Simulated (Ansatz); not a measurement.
**wB97M-V/cc-pVDZ run of CH4BClS (SMILES CSBCl)**

Aim: the vertical singlet–triplet gap of CH4BClS at wB97M-V/cc-pVDZ, from 2 runs. 

The results are computed with Ansatz 0.2.0.

94 further runs of the same task are left out: 94 set aside as unsound or not needed.

## (1) The structure to begin with

CH4BClS has 8 atoms, charge 0, and is taken as a singlet. As SMILES, `CSBCl`. The shape is that of a PBE0-D4/def2-TZVP optimisation. This is one conformer, not always the lowest.

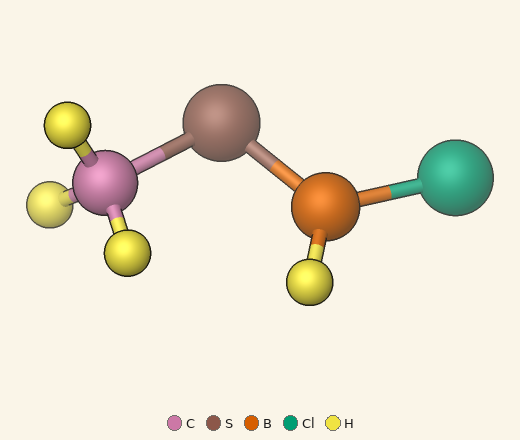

Viewed from a chosen angle; carbon pink, sulfur brown, boron orange, chlorine teal, hydrogen yellow.

## (2) The energy at wB97M-V/cc-pVDZ

The input, input.yaml:

```yaml
crystal:
  periodic: [false, false, false]
  atoms:
    - {symbol: C, position_ang: [-0.471000, 1.184200, 0.216300]}
    - {symbol: S, position_ang: [0.979400, 0.341100, -0.461900]}
    - {symbol: B, position_ang: [0.578900, -1.367600, -0.269600]}
    - {symbol: Cl, position_ang: [1.728300, -2.572200, -0.805600]}
    - {symbol: H, position_ang: [-1.201900, 0.455300, 0.560900]}
    - {symbol: H, position_ang: [-0.157800, 1.812600, 1.049100]}
    - {symbol: H, position_ang: [-0.912200, 1.808700, -0.559500]}
    - {symbol: H, position_ang: [-0.451500, -1.719100, 0.214500]}
basis:
  gaussian:
    orbitals: cc-pVDZ
hamiltonian:
  xc: {name: wB97M-V}
accuracy: high
output: {orbitals: {seedname: orbitals}}
```

Launch:

```sh
ansatz run input.yaml --threads 1 --pin off --max-ram 2610MiB --events-out events.jsonl --progress --plain --runs-dir runs
```

Standard output:

```text
Warning: RAYON_NUM_THREADS=1 ignored (pool sized by the plan → 1); use --threads N
Functional definition: wB97M-V
  name "wB97M-V"
  parameter omega = 0.3/bohr
  parameter cx = 0.15
  parameter cx01 = 1.007
  parameter cx10 = 0.259
  parameter css00 = 0.443
  parameter css04 = -1.437
  parameter css10 = -4.535
  parameter css20 = -3.390
  parameter css43 = 4.278
  parameter cos00 = 1.000
  parameter cos10 = 1.358
  parameter cos20 = 2.924
  parameter cos21 = -8.812
  parameter cos60 = -1.390
  parameter cos61 = 9.142
  parameter b = 6.0
  parameter c = 0.01
  gx(w, u) = 1 - cx + cx01*u + cx10*w
  gss(w, u) = css00 + css04*u^4 + css10*w + css20*w^2 + css43*w^4*u^3
  gos(w, u) = cos00 + cos10*w + (cos20 + cos21*u)*w^2 + (cos60 + cos61*u)*w^6
  exchange = spin_sum(e_x_unif_sr(omega)*gx(b97_w, b97_u_x)) + cx*exact_x_sr(omega) + exact_x_lr(omega)
  correlation = spin_sum(e_c_pw_mod_same_spin*gss(b97_w, b97_u_same))
      + integral(e_c_pw_mod_opposite_spin*gos(b97_w_opposite, b97_u_opposite)) + vv10(b, c)
1973 factors; integrals over basis functions are off by at most 6.8e-9 eV
379 factors; integrals over basis functions are off by at most 2.6e-9 eV
mean field evaluation 1: about -25134.9278 eV, gradient 2.0e1 eV
mean field evaluation 2: about -25135.5820 eV, gradient 1.4e1 eV
mean field evaluation 4: about -25136.0467 eV, gradient 5.6e-1 eV
mean field evaluation 8: about -25136.1741 eV, gradient 6.2e-2 eV
mean field evaluation 16: about -25136.1742 eV, gradient 2.3e-5 eV
mean field -25136.17415665 eV, -923.7373623462 hartree, gradient 4.2e-8 eV, S^2 0.000000; 0 other end points of the search recorded, 0 dependent functions left out
reference -25136.17416057 eV, -923.7373624903 hartree; 24, 24 occupied and 60, 60 virtual orbitals, 1973 factors
Total energy: -25136.17416057 eV, -923.7373624903 hartree
```

Run time: 75 s. Hardware: 1 thread of Arm Neoverse V1, shared host; peak memory 0.55 GiB.

## (3) The triplet

The input, molecule.yaml:

```yaml
crystal:
  periodic: [false, false, false]
  atoms:
    - symbol: C
      position_ang: [-0.471000, 1.184200, 0.216300]
    - symbol: S
      position_ang: [0.979400, 0.341100, -0.461900]
    - symbol: B
      position_ang: [0.578900, -1.367600, -0.269600]
    - symbol: Cl
      position_ang: [1.728300, -2.572200, -0.805600]
    - symbol: H
      position_ang: [-1.201900, 0.455300, 0.560900]
    - symbol: H
      position_ang: [-0.157800, 1.812600, 1.049100]
    - symbol: H
      position_ang: [-0.912200, 1.808700, -0.559500]
    - symbol: H
      position_ang: [-0.451500, -1.719100, 0.214500]
basis:
  gaussian: {orbitals: cc-pVDZ}
magnetization: {spin_polarized: true, initial_magnetization: 2}
hamiltonian: {xc: {name: wB97M-V}}
accuracy: high
output: {orbitals: {seedname: orbitals}}
```

Launch:

```sh
ansatz run molecule.yaml --threads 1 --pin off --max-ram 2610MiB --events-out events.jsonl --progress --plain --runs-dir runs
```

Standard output, shortened:

```text
Warning: RAYON_NUM_THREADS=1 ignored (pool sized by the plan → 1); use --threads N
[... 2 set-up lines as earlier in the session ...]
[...]
  gx(w, u) = 1 - cx + cx01*u + cx10*w
  gss(w, u) = css00 + css04*u^4 + css10*w + css20*w^2 + css43*w^4*u^3
  gos(w, u) = cos00 + cos10*w + (cos20 + cos21*u)*w^2 + (cos60 + cos61*u)*w^6
[...]
      + integral(e_c_pw_mod_opposite_spin*gos(b97_w_opposite, b97_u_opposite)) + vv10(b, c)
1973 factors; integrals over basis functions are off by at most 6.8e-9 eV
379 factors; integrals over basis functions are off by at most 2.6e-9 eV
[...]
mean field -25131.15375845 eV, -923.5528661153 hartree, gradient 6.5e-8 eV, S^2 2.004277; 4 other end points of the search recorded, 0 dependent functions left out
reference -25131.15376228 eV, -923.5528662560 hartree; 25, 23 occupied and 59, 61 virtual orbitals, 1973 factors
Total energy: -25131.15376228 eV, -923.5528662560 hartree
```

Wall time 3.1 min (1 thread of Arm Neoverse V1, shared host); peak memory 1 GiB.

## (4) Results

Level: wB97M-V/cc-pVDZ.

```
                                        quantity          value
                           singlet: total energy  -923.73736 Eh
                            singlet: HOMO energy       -9.76 eV
                            singlet: LUMO energy        1.17 eV
                          singlet: HOMO–LUMO gap       10.94 eV
                           triplet: total energy  -923.55287 Eh
     triplet: HOMO energy (highest over α and β)       -4.78 eV
      triplet: LUMO energy (lowest over α and β)       -3.86 eV
                                   triplet: ⟨S²⟩          2.004
vertical energy of the triplet above the singlet       5.020 eV
```

**Reading.** At this shape the triplet lies 5.02 eV (484 kJ/mol) above the singlet.
